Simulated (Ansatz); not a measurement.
# Si2H6O (disilanol) at PBE0/def2-SVPD

Aim: the vertical electron affinity of Si2H6O (disilanol) at PBE0/def2-SVPD, from 2 runs. 

The results are computed with Ansatz 0.2.0.

30 further runs of the same task are left out: 30 set aside as unsound or not needed.

## Step 1: The system as given

Si2H6O: 9 atoms, total charge 0, spin state singlet. As SMILES, `O[SiH2][SiH3]`. The coordinates come from a PBE0-D4/def2-TZVP relaxation. This is one conformer, not always the lowest.

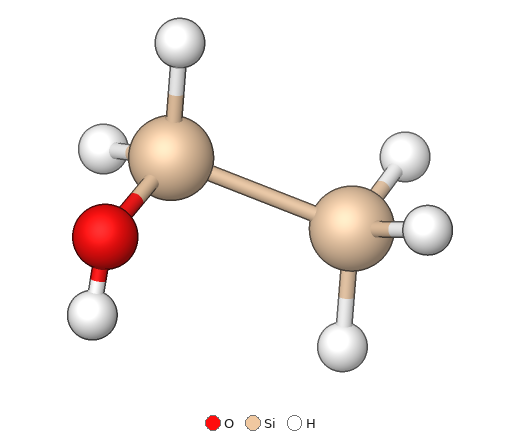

Viewed from a chosen angle; oxygen red, silicon light orange, hydrogen white.

## Step 2: The energy at PBE0/def2-SVPD

File in.yaml:

```yaml
crystal:
  periodic: [false, false, false]
  atoms:
    - symbol: O
      position_ang: [-1.609000, 1.039900, -0.762000]
    - symbol: Si
      position_ang: [0.004800, 0.933100, -0.415900]
    - symbol: Si
      position_ang: [0.544200, -1.038400, 0.738600]
    - symbol: H
      position_ang: [-1.996600, 0.341400, -1.290800]
    - symbol: H
      position_ang: [0.830600, 0.994500, -1.657800]
    - symbol: H
      position_ang: [0.311400, 2.125200, 0.413000]
    - symbol: H
      position_ang: [2.012900, -1.104800, 0.974500]
    - symbol: H
      position_ang: [0.146200, -2.228200, -0.066200]
    - symbol: H
      position_ang: [-0.156000, -1.109100, 2.049500]
basis:
  gaussian:
    orbitals: def2-SVPD
output:
  orbitals: {seedname: orbitals}
total_charge: 0
accuracy: high
hamiltonian:
  xc: pbe0
```

Run with:

```sh
ansatz run in.yaml --threads 1 --pin off --max-ram 3480MiB --events-out events.jsonl --progress --plain --runs-dir runs
```

Output:

```text
Warning: RAYON_NUM_THREADS=1 ignored (pool sized by the plan → 1); use --threads N
Functional definition: PBE0
  name "PBE0"
  parameter a = 0.25
  parameter kappa = 0.804
  parameter beta = 0.06672455060314922
  exchange = (1 - a)*pbe_x(kappa = kappa, mu = beta*pi^2/3) + a*exact_x
  correlation = pbe_c(beta = beta)
2341 factors; integrals over basis functions are off by at most 3.8e-9 eV
mean field evaluation 1: about -17881.2566 eV, gradient 4.8e1 eV
mean field evaluation 2: about -17871.6005 eV, gradient 8.5e1 eV
mean field evaluation 4: about -17885.3554 eV, gradient 1.1e0 eV
mean field evaluation 8: about -17885.4379 eV, gradient 5.5e-2 eV
mean field evaluation 16: about -17885.4379 eV, gradient 1.9e-5 eV
mean field -17885.43789386 eV, -657.2777194141 hartree, gradient 3.1e-8 eV, S^2 0.000000; 0 other end points of the search recorded, 0 dependent functions left out
reference -17885.43789760 eV, -657.2777195517 hartree; 21, 21 occupied and 98, 98 virtual orbitals, 2341 factors
Total energy: -17885.43789760 eV, -657.2777195517 hartree
```

Wall time 12 s (1 thread of Arm Neoverse V1, shared host); peak memory 0.43 GiB.

## Step 3: The doublet anion at the same level

File job.yaml:

```yaml
crystal:
  periodic: [false, false, false]
  atoms:
    - {symbol: O, position_ang: [-1.609000, 1.039900, -0.762000]}
    - {symbol: Si, position_ang: [0.004800, 0.933100, -0.415900]}
    - {symbol: Si, position_ang: [0.544200, -1.038400, 0.738600]}
    - {symbol: H, position_ang: [-1.996600, 0.341400, -1.290800]}
    - {symbol: H, position_ang: [0.830600, 0.994500, -1.657800]}
    - {symbol: H, position_ang: [0.311400, 2.125200, 0.413000]}
    - {symbol: H, position_ang: [2.012900, -1.104800, 0.974500]}
    - {symbol: H, position_ang: [0.146200, -2.228200, -0.066200]}
    - {symbol: H, position_ang: [-0.156000, -1.109100, 2.049500]}
basis:
  gaussian:
    orbitals: def2-SVPD
total_charge: -1
magnetization:
  spin_polarized: true
  initial_magnetization: 1
hamiltonian:
  xc: {name: PBE0}
accuracy: high
output:
  orbitals: {seedname: orbitals}
```

Run with:

```sh
ansatz run job.yaml --threads 1 --pin off --max-ram 3480MiB --events-out events.jsonl --progress --plain --runs-dir runs
```

Output:

```text
Warning: RAYON_NUM_THREADS=1 ignored (pool sized by the plan → 1); use --threads N
Functional definition: PBE0
  name "PBE0"
  parameter a = 0.25
  parameter kappa = 0.804
  parameter beta = 0.06672455060314922
  exchange = (1 - a)*pbe_x(kappa = kappa, mu = beta*pi^2/3) + a*exact_x
  correlation = pbe_c(beta = beta)
2341 factors; integrals over basis functions are off by at most 3.8e-9 eV
mean field evaluation 1: about -17883.3706 eV, gradient 1.5e1 eV
mean field evaluation 2: about -17882.8631 eV, gradient 2.1e1 eV
mean field evaluation 4: about -17884.3756 eV, gradient 6.1e-1 eV
mean field evaluation 8: about -17884.4751 eV, gradient 1.6e-1 eV
mean field evaluation 16: about -17884.4766 eV, gradient 6.0e-3 eV
mean field evaluation 32: about -17884.4766 eV, gradient 1.9e-6 eV
mean field -17884.47659310 eV, -657.2423922627 hartree, gradient 6.2e-8 eV, S^2 0.751721; 5 other end points of the search recorded, 0 dependent functions left out
reference -17884.47659685 eV, -657.2423924007 hartree; 22, 21 occupied and 97, 98 virtual orbitals, 2341 factors
Total energy: -17884.47659685 eV, -657.2423924007 hartree
```

Wall time 43 s (1 thread of Arm Neoverse V1, shared host); peak memory 0.57 GiB.

## Step 4: Summary of results

Level: PBE0/def2-SVPD.

| quantity | value |
| --- | --- |
| singlet Si2H6O: total energy | -657.27772 Eh |
| singlet Si2H6O: HOMO energy | -7.90 eV |
| singlet Si2H6O: LUMO energy | -0.51 eV |
| singlet Si2H6O: HOMO–LUMO gap | 7.39 eV |
| doublet anion: total energy | -657.24239 Eh |
| doublet anion: HOMO energy (highest over α and β) | 2.42 eV |
| doublet anion: LUMO energy (lowest over α and β) | 4.07 eV |
| doublet anion: ⟨S²⟩ | 0.752 |
| vertical electron affinity (to the doublet anion) | -0.961 eV |

What this shows: The anion lies 0.96 eV (92.8 kJ/mol) above the neutral: the electron isn't bound at this level, and such a value depends on the basis. The HOMO (doublet anion) lies at positive energy, 2.42 eV; only total energies tell whether the electron is bound.
